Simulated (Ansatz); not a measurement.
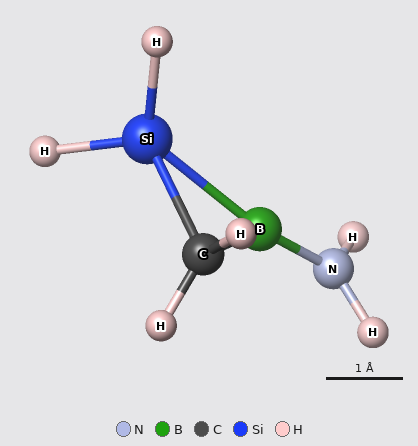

*The input geometry (ball-and-stick view, seen at a tilt).*

**CH$_{6}$BNSi: nudged elastic band**

CH$_{6}$BNSi, SMILES NB1C[SiH2]1, computed with RKS PBE-D4/def2-SVP (Ansatz 0.2.0).

It belongs to a series of runs on one base structure; here: band between the two ends.

What the program printed:
```
Engine: ansatz 0.2.0, x86_64-unknown-linux-gnu
Functional definition: PBE
  parameter kappa = 0.804
  parameter beta = 0.06672455060314922
  exchange = pbe_x(kappa = kappa, mu = beta*pi^2/3)
  correlation = pbe_c(beta = beta)
1028 factors; their error is unknown
mean field evaluation 1: about -11151.5710 eV, gradient 7.5e1 eV
mean field evaluation 2: about -11113.4249 eV, gradient 1.3e2 eV
mean field evaluation 4: about -11164.5402 eV, gradient 1.2e1 eV
mean field evaluation 8: about -11164.9789 eV, gradient 3.1e-1 eV
mean field evaluation 16: about -11164.9182 eV, gradient 1.4e-3 eV
mean field -11164.91818067 eV, -410.3031752861 hartree, gradient 1.1e-5 eV, S^2 0.000000; 0 other end points of the search recorded, 0 dependent functions left out
the calculation of the forces begins
reference -11164.91821785 eV, -410.3031766526 hartree; 19, 19 occupied and 71, 71 virtual orbitals, 1028 factors
1028 factors; their error is unknown
mean field evaluation 32: about -11164.9178 eV, gradient 3.2e-2 eV
mean field -11164.91775709 eV, -410.3031597200 hartree, gradient 1.3e-5 eV, S^2 0.000000; 0 other end points of the search recorded, 0 dependent functions left out
[... from here on the field's lines of each further geometry are left out, up to the last ...]
NEB iter   1: max|band force component| = 1.217e2 eV/Å  barrier→ = 27.6446 eV  barrier← = 27.6443 eV  Δτ_max = 0.2000 Å  (201 SCF iters)
NEB iter   2: max|band force component| = 6.539e1 eV/Å  barrier→ = 16.1826 eV  barrier← = 16.1823 eV  Δτ_max = 0.2000 Å  (164 SCF iters)
NEB iter   3: max|band force component| = 2.849e1 eV/Å  barrier→ = 10.0297 eV  barrier← = 10.0294 eV  Δτ_max = 0.1970 Å  (167 SCF iters)
NEB iter   4: max|band force component| = 1.205e1 eV/Å  barrier→ = 8.6728 eV  barrier← = 8.6725 eV  Δτ_max = 0.1968 Å  (141 SCF iters)
NEB iter   5: max|band force component| = 1.147e1 eV/Å  barrier→ = 6.4227 eV  barrier← = 6.4223 eV  Δτ_max = 0.1913 Å  (156 SCF iters)
NEB iter   6: max|band force component| = 7.024e0 eV/Å  barrier→ = 4.4021 eV  barrier← = 4.4017 eV  Δτ_max = 0.1850 Å  (155 SCF iters)
NEB iter   7: max|band force component| = 3.901e0 eV/Å  barrier→ = 3.3821 eV  barrier← = 3.3817 eV  Δτ_max = 0.2000 Å  (156 SCF iters)
NEB iter   8: max|band force component| = 5.670e0 eV/Å  barrier→ = 4.1751 eV  barrier← = 4.1747 eV  Δτ_max = 0.1020 Å  (156 SCF iters)
NEB iter   9: max|band force component| = 3.390e0 eV/Å  barrier→ = 3.4320 eV  barrier← = 3.4316 eV  Δτ_max = 0.0505 Å  (147 SCF iters)
NEB iter  10: max|band force component| = 3.102e0 eV/Å  barrier→ = 3.1304 eV  barrier← = 3.1301 eV  Δτ_max = 0.0502 Å  (148 SCF iters)
NEB iter  11: max|band force component| = 3.079e0 eV/Å  barrier→ = 2.8027 eV  barrier← = 2.8024 eV  Δτ_max = 0.0463 Å  (147 SCF iters)
NEB iter  12: max|band force component| = 3.215e0 eV/Å  barrier→ = 2.5900 eV  barrier← = 2.5897 eV  Δτ_max = 0.0946 Å  (150 SCF iters)
NEB iter  13: max|band force component| = 2.828e0 eV/Å  barrier→ = 2.0124 eV  barrier← = 2.0120 eV  Δτ_max = 0.2000 Å  (146 SCF iters)
NEB iter  14: max|band force component| = 2.737e0 eV/Å  barrier→ = 1.2028 eV  barrier← = 1.2025 eV  Δτ_max = 0.1879 Å  (149 SCF iters)
NEB iter  15: max|band force component| = 4.999e-1 eV/Å  barrier→ = 1.0690 eV  barrier← = 1.0686 eV  CI = image 3  Δτ_max = 0.1581 Å  (148 SCF iters)
NEB iter  16: max|band force component| = 3.969e-1 eV/Å  barrier→ = 1.2406 eV  barrier← = 1.2402 eV  CI = image 3  Δτ_max = 0.1865 Å  (146 SCF iters)
NEB iter  17: max|band force component| = 3.653e-1 eV/Å  barrier→ = 1.2380 eV  barrier← = 1.2376 eV  CI = image 3  Δτ_max = 0.1595 Å  (145 SCF iters)
NEB iter  18: max|band force component| = 1.672e-1 eV/Å  barrier→ = 1.2281 eV  barrier← = 1.2277 eV  CI = image 3  Δτ_max = 0.0506 Å  (149 SCF iters)
NEB iter  19: max|band force component| = 1.975e-1 eV/Å  barrier→ = 1.2143 eV  barrier← = 1.2139 eV  CI = image 3  Δτ_max = 0.0756 Å  (147 SCF iters)
NEB iter  20: max|band force component| = 2.372e-1 eV/Å  barrier→ = 1.1987 eV  barrier← = 1.1983 eV  CI = image 3  Δτ_max = 0.1323 Å  (142 SCF iters)
NEB iter  21: max|band force component| = 2.761e-1 eV/Å  barrier→ = 1.1704 eV  barrier← = 1.1700 eV  CI = image 3  Δτ_max = 0.1985 Å  (145 SCF iters)
NEB iter  22: max|band force component| = 2.808e-1 eV/Å  barrier→ = 1.1350 eV  barrier← = 1.1347 eV  CI = image 3  Δτ_max = 0.1002 Å  (143 SCF iters)
NEB iter  23: max|band force component| = 2.259e-1 eV/Å  barrier→ = 1.1167 eV  barrier← = 1.1164 eV  CI = image 3  Δτ_max = 0.0719 Å  (146 SCF iters)
NEB iter  24: max|band force component| = 1.402e-1 eV/Å  barrier→ = 1.1093 eV  barrier← = 1.1090 eV  CI = image 3  Δτ_max = 0.0328 Å  (144 SCF iters)
NEB iter  25: max|band force component| = 1.125e-1 eV/Å  barrier→ = 1.1059 eV  barrier← = 1.1056 eV  CI = image 3  Δτ_max = 0.0595 Å  (151 SCF iters)
NEB iter  26: max|band force component| = 1.402e-1 eV/Å  barrier→ = 1.1103 eV  barrier← = 1.1100 eV  CI = image 3  Δτ_max = 0.0306 Å  (150 SCF iters)
NEB iter  27: max|band force component| = 7.060e-2 eV/Å  barrier→ = 1.1047 eV  barrier← = 1.1043 eV  CI = image 3  Δτ_max = 0.0249 Å  (144 SCF iters)
the calculation of the forces begins
reference -11164.90592338 eV, -410.3027248392 hartree; 19, 19 occupied and 71, 71 virtual orbitals, 1028 factors
1028 factors; their error is unknown
mean field evaluation 1184: about -11160.9131 eV, gradient 2.8e1 eV
mean field -11163.81296384 eV, -410.2625593170 hartree, gradient 8.9e-6 eV, S^2 0.000000; 1 other end points of the search recorded, 0 dependent functions left out
the calculation of the forces begins
reference -11163.81299992 eV, -410.2625606430 hartree; 19, 19 occupied and 71, 71 virtual orbitals, 1028 factors
NEB iter  28: max|band force component| = 2.696e-2 eV/Å  barrier→ = 1.1035 eV  barrier← = 1.1031 eV  CI = image 3  Δτ_max = 0.0000 Å  (295 SCF iters)
```

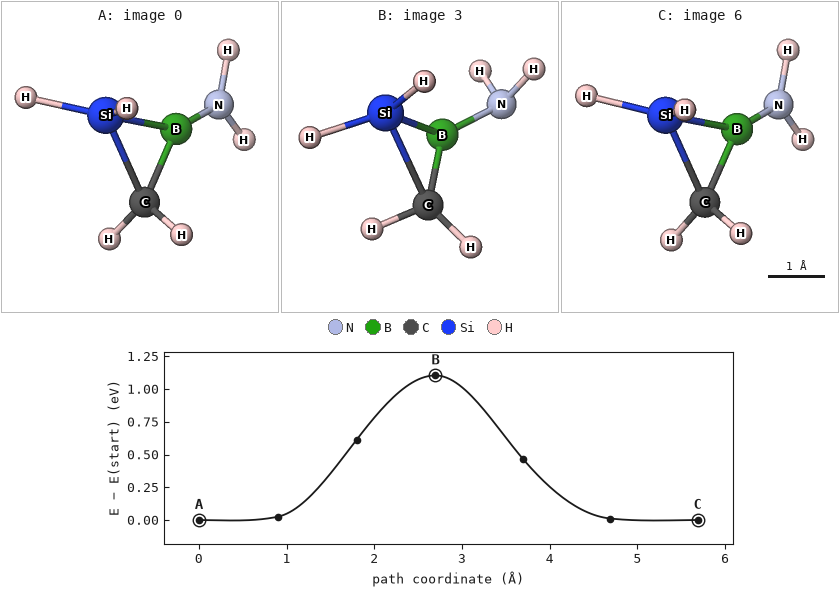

*Images of the last band (counted from 0; ball-and-stick, seen at a tilt) above the energy along the path; the line is a cubic interpolation that uses the forces.*

The highest image is number 3, 1.103 eV above the start and 1.103 eV above the end (the climbing image); start and end have the same energy. The path is 5.69 Å long. The band converged in 28 iterations.

```
Total energy: -11163.99332342 eV, -410.2691874093 hartree
Atom 0 at    -1.530822     0.215683    -1.250142 Å, force     0.003722    -0.005406    -0.010858 eV/Å
Atom 1 at    -0.647389    -0.013088    -0.119608 Å, force     0.021443    -0.009791     0.026975 eV/Å
Atom 2 at     0.216611    -1.132301     0.376009 Å, force    -0.013746     0.006407    -0.002792 eV/Å
Atom 3 at     0.992686     0.745354     0.723117 Å, force    -0.006366     0.008932     0.000328 eV/Å
Atom 4 at    -1.054644     0.755138    -1.988436 Å, force    -0.001527     0.000666    -0.002389 eV/Å
Atom 5 at    -2.313099     0.823451    -0.968392 Å, force    -0.002560     0.003299     0.003667 eV/Å
Atom 6 at     0.314574    -1.325432     1.462232 Å, force     0.003812    -0.003098    -0.009060 eV/Å
Atom 7 at     0.486374    -2.024297    -0.223146 Å, force    -0.002366     0.001757    -0.003257 eV/Å
Atom 8 at     1.497193     0.652973     2.138877 Å, force    -0.005471     0.003960     0.000736 eV/Å
Atom 9 at     2.121715     1.251419    -0.147412 Å, force     0.003057    -0.006727    -0.003350 eV/Å
Dipole moment:    -0.084683     0.157369    -0.086537 e Å
this run last wrote the band of iteration 28 to [file]
```

The last band as extended XYZ (Å, eV, eV/Å):
```
10
Properties=species:S:1:pos:R:3:forces:R:3 image=0 energy=-11165.09678
N    -1.5444    0.4538   -1.0476    0.0006  -0.0142  -0.0008
B    -0.3847    0.1691   -0.3443    0.0034  -0.0028   0.0042
C     0.3696   -1.0505    0.2816   -0.0025  -0.0138  -0.0047
Si    1.1730    0.6491    0.7502    0.0006   0.0068   0.0025
H    -1.8342    1.4034   -1.2846   -0.0026   0.0110  -0.0040
H    -2.1876   -0.2707   -1.3795    0.0030   0.0042   0.0033
H    -0.1251   -1.6953    1.0338   -0.0003   0.0030   0.0002
H     1.0083   -1.6503   -0.3978   -0.0027   0.0041   0.0003
H     1.0477    1.0937    2.1800    0.0010  -0.0001  -0.0009
H     2.5606    0.8466    0.2114   -0.0006   0.0019   0.0000
10
Properties=species:S:1:pos:R:3:forces:R:3 image=1 energy=-11165.07161
N    -1.4762    0.4653   -1.1165   -0.0130   0.0246   0.0313
B    -0.5231    0.1485   -0.1576    0.0062   0.0212  -0.0086
C     0.3017   -1.0744    0.3325    0.0066   0.0100  -0.0013
Si    1.1346    0.6522    0.7439    0.0256  -0.0135   0.0003
H    -1.6347    1.4226   -1.4312   -0.0862   0.0373   0.0601
H    -2.0892   -0.2205   -1.5633    0.0645  -0.0751  -0.0671
H     0.0802   -1.5053    1.3287   -0.0530  -0.0026  -0.0090
H     0.6475   -1.8544   -0.3729    0.0102   0.0086   0.0040
H     1.2888    0.7817    2.2308   -0.0015   0.0408  -0.0009
H     2.3537    1.1332    0.0087    0.0406  -0.0514  -0.0090
10
Properties=species:S:1:pos:R:3:forces:R:3 image=2 energy=-11164.48428
N    -1.4061    0.3638   -1.2372    0.1208   0.1729   0.0330
B    -0.5707    0.0767   -0.1342    0.0966   0.1105   0.0214
C     0.2241   -1.1166    0.4043   -0.0534   0.0301   0.0804
Si    1.0722    0.7110    0.6942    0.1416  -0.0283  -0.0854
H    -1.2099    1.2036   -1.7776   -0.1830   0.4471   0.2188
H    -2.4049    0.1730   -1.2243   -0.0868  -0.6576  -0.2706
H     0.2702   -1.4188    1.4640   -0.0765  -0.0504   0.0575
H     0.4857   -1.9543   -0.2735   -0.1118   0.0312   0.0268
H     1.3749    0.6769    2.1649   -0.0537   0.0759  -0.0391
H     2.2476    1.2337   -0.0776    0.2063  -0.1313  -0.0429
10
Properties=species:S:1:pos:R:3:forces:R:3 image=3 energy=-11163.99329
N    -1.5308    0.2157   -1.2501    0.0037  -0.0054  -0.0109
B    -0.6474   -0.0131   -0.1196    0.0214  -0.0098   0.0270
C     0.2166   -1.1323    0.3760   -0.0137   0.0064  -0.0028
Si    0.9927    0.7454    0.7231   -0.0064   0.0089   0.0003
H    -1.0546    0.7551   -1.9884   -0.0015   0.0007  -0.0024
H    -2.3131    0.8235   -0.9684   -0.0026   0.0033   0.0037
H     0.3146   -1.3254    1.4622    0.0038  -0.0031  -0.0091
H     0.4864   -2.0243   -0.2231   -0.0024   0.0018  -0.0033
H     1.4972    0.6530    2.1389   -0.0055   0.0040   0.0007
H     2.1217    1.2514   -0.1474    0.0031  -0.0067  -0.0034
10
Properties=species:S:1:pos:R:3:forces:R:3 image=4 energy=-11164.62945
N    -1.5111    0.4082   -1.1060    0.0133   0.1801   0.1321
B    -0.6514    0.0309   -0.0628    0.0156   0.0214   0.0574
C     0.2951   -1.1038    0.3209    0.0926   0.0228  -0.0745
Si    1.0218    0.6640    0.7902    0.0082  -0.0629   0.0925
H    -1.4069    0.0933   -2.0679   -0.3447  -0.6257  -0.0695
H    -2.0344    1.2785   -1.0556    0.2542   0.4032  -0.0785
H     0.1546   -1.3836    1.3914   -0.1256  -0.0812  -0.1019
H     0.6225   -1.9795   -0.2699    0.1808   0.0593  -0.0922
H     1.5334    0.6849    2.2008   -0.0020   0.0209   0.0901
H     2.0596    1.2560   -0.1381   -0.0924   0.0621   0.0445
10
Properties=species:S:1:pos:R:3:forces:R:3 image=5 energy=-11165.08518
N    -1.4898    0.4590   -1.1054    0.0022   0.0041  -0.0024
B    -0.5246    0.1423   -0.1599    0.0109   0.0051  -0.0013
C     0.3409   -1.0674    0.2919    0.0024   0.0040  -0.0040
Si    1.1118    0.6491    0.7952    0.0075   0.0027  -0.0033
H    -1.9549   -0.2423   -1.6876   -0.0472  -0.0288   0.0338
H    -1.7859    1.4163   -1.2984    0.0193   0.0102  -0.0186
H     0.0275   -1.5098    1.2611   -0.0096  -0.0120  -0.0132
H     0.7481   -1.8406   -0.3867    0.0139   0.0130  -0.0116
H     1.3175    0.7820    2.2759   -0.0184   0.0070   0.0063
H     2.2926    1.1604    0.0170    0.0190  -0.0053   0.0143
10
Properties=species:S:1:pos:R:3:forces:R:3 image=6 energy=-11165.09644
N    -1.5484    0.4549   -1.0386    0.0085  -0.0053  -0.0084
B    -0.3726    0.1649   -0.3635   -0.0059   0.0021  -0.0086
C     0.3655   -1.0524    0.2819   -0.0021  -0.0011   0.0057
Si    1.1772    0.6487    0.7394   -0.0042   0.0032   0.0050
H    -2.2078   -0.2669   -1.3430    0.0007   0.0018  -0.0016
H    -1.8313    1.4038   -1.2875    0.0014  -0.0012   0.0103
H    -0.1383   -1.7114    1.0149    0.0029   0.0016   0.0035
H     1.0318   -1.6351   -0.3863   -0.0035   0.0004  -0.0032
H     1.0263    1.1321    2.1542    0.0019  -0.0015   0.0013
H     2.5807    0.8103    0.2315    0.0003  -0.0001  -0.0043
```

The run was set up as follows.

Input:
```yaml
crystal:
  periodic: [false, false, false]
  atoms:
    - { symbol: "N", position_ang: [-1.544442, 0.453791, -1.047644] }
    - { symbol: B, position_ang: [-0.384679, 0.169148, -0.344287] }
    - { symbol: C, position_ang: [0.369566, -1.050518, 0.281649] }
    - { symbol: Si, position_ang: [1.172984, 0.649102, 0.750154] }
    - { symbol: H, position_ang: [-1.834203, 1.403408, -1.284609] }
    - { symbol: H, position_ang: [-2.187604, -0.270681, -1.379548] }
    - { symbol: H, position_ang: [-0.125055, -1.695323, 1.033767] }
    - { symbol: H, position_ang: [1.008316, -1.650338, -0.397751] }
    - { symbol: H, position_ang: [1.047704, 1.093696, 2.179962] }
    - { symbol: H, position_ang: [2.560611, 0.846616, 0.211406] }
basis:
  gaussian: { orbitals: def2-SVP }
hamiltonian:
  xc: pbe
  dispersion: d4
neb:
  order_check: false
  images: 5
  f_tol: 0.05
  max_iterations: 60
  final_atoms:
    - { symbol: "N", position_ang: [-1.5483942, 0.45487279, -1.0386284] }
    - { symbol: B, position_ang: [-0.37262202, 0.16492031, -0.36352917] }
    - { symbol: C, position_ang: [0.3655484, -1.05239152, 0.28191039] }
    - { symbol: Si, position_ang: [1.17722333, 0.6487064, 0.73941064] }
    - { symbol: H, position_ang: [-2.20777565, -0.26692998, -1.3429846] }
    - { symbol: H, position_ang: [-1.83129082, 1.40383766, -1.28747329] }
    - { symbol: H, position_ang: [-0.13831298, -1.7114291, 1.01493736] }
    - { symbol: H, position_ang: [1.0317639, -1.63508176, -0.38625559] }
    - { symbol: H, position_ang: [1.02632297, 1.13213829, 2.15424357] }
    - { symbol: H, position_ang: [2.58073507, 0.81025792, 0.23146809] }
  initial_path:
    images:
      - { positions_ang: [[-1.544442, 0.453791, -1.047644], [-0.384679, 0.169148, -0.344287], [0.369566, -1.050518, 0.281649], [1.172984, 0.649102, 0.750154], [-1.834203, 1.403408, -1.284609], [-2.187604, -0.270681, -1.379548], [-0.125055, -1.695323, 1.033767], [1.008316, -1.650338, -0.397751], [1.047704, 1.093696, 2.179962], [2.560611, 0.846616, 0.211406]] }
      - { positions_ang: [[-1.60118518, 0.48136373, -0.97105809], [-0.42607953, 0.13669326, -0.27608584], [0.3742848, -1.06677728, 0.30303678], [1.22621211, 0.56270127, 0.77563994], [-1.87610851, 0.88970596, -1.39651899], [-1.94800314, 0.30591748, -1.37246102], [-0.08271717, -1.69213111, 1.08636846], [0.98359762, -1.65098863, -0.42713398], [1.00564651, 1.07163503, 2.17532892], [2.42755049, 0.91078129, 0.10598282]] }
      - { positions_ang: [[-1.65792836, 0.50893646, -0.89447217], [-0.46748005, 0.10423852, -0.20788469], [0.37900361, -1.08303657, 0.32442455], [1.27944021, 0.47630054, 0.80112589], [-1.91801403, 0.37600392, -1.50842898], [-1.70840228, 0.88251596, -1.36537405], [-0.04037933, -1.68893922, 1.13896992], [0.95887924, -1.65163926, -0.45651695], [0.96358901, 1.04957407, 2.17069584], [2.29448998, 0.97494658, 0.00055965]] }
      - { positions_ang: [[-1.71467154, 0.53650918, -0.81788626], [-0.50888058, 0.07178377, -0.13968353], [0.38372241, -1.09929585, 0.34581233], [1.33266832, 0.38989982, 0.82661183], [-1.95991954, -0.13769812, -1.62033896], [-1.46880141, 1.45911444, -1.35828707], [0.0019585, -1.68574732, 1.19157137], [0.93416086, -1.65228988, -0.48589993], [0.92153152, 1.0275131, 2.16606275], [2.16142947, 1.03911186, -0.10486353]] }
      - { positions_ang: [[-1.65924576, 0.50929705, -0.89146697], [-0.46346106, 0.10282929, -0.21429874], [0.37766441, -1.08366107, 0.32451168], [1.28085332, 0.47616868, 0.79754477], [-2.04253825, -0.1807754, -1.52788751], [-1.58963122, 1.44068884, -1.33468248], [-0.04479866, -1.69430792, 1.13269337], [0.96669521, -1.64655384, -0.45268515], [0.956462, 1.06238817, 2.16212303], [2.301198, 0.96282722, 0.00724701]] }
      - { positions_ang: [[-1.60381998, 0.48208492, -0.96504769], [-0.41804154, 0.1338748, -0.28891395], [0.37160641, -1.0680263, 0.30321103], [1.22903833, 0.56243754, 0.7684777], [-2.12515695, -0.22385269, -1.43543605], [-1.71046102, 1.42226325, -1.31107788], [-0.09155582, -1.70286851, 1.07381537], [0.99922955, -1.6408178, -0.41947037], [0.99139249, 1.09726323, 2.1581833], [2.44096653, 0.88654257, 0.11935755]] }
      - { positions_ang: [[-1.5483942, 0.45487279, -1.0386284], [-0.37262202, 0.16492031, -0.36352917], [0.3655484, -1.05239152, 0.28191039], [1.17722333, 0.6487064, 0.73941064], [-2.20777565, -0.26692998, -1.3429846], [-1.83129082, 1.40383766, -1.28747329], [-0.13831298, -1.7114291, 1.01493736], [1.0317639, -1.63508176, -0.38625559], [1.02632297, 1.13213829, 2.15424357], [2.58073507, 0.81025792, 0.23146809]] }
```

Run as:
```bash
ansatz run input.yaml --threads 1 --pin off --max-ram 2048MiB --backend cpu --events-out ev --progress --plain --runs-dir out
```

Summary:

| quantity | value |
| --- | --- |
| outcome | converged |
| barrier, forward | 1.103 eV |
| barrier, backward | 1.103 eV |
| hardware | 1 thread of Intel Xeon @ 2.50GHz (Skylake/Cascade Lake), 189 GiB of memory available, shared host |
| wall time | 12 min |
| peak memory | 0.13 GiB |

The order of the saddle point was not checked.
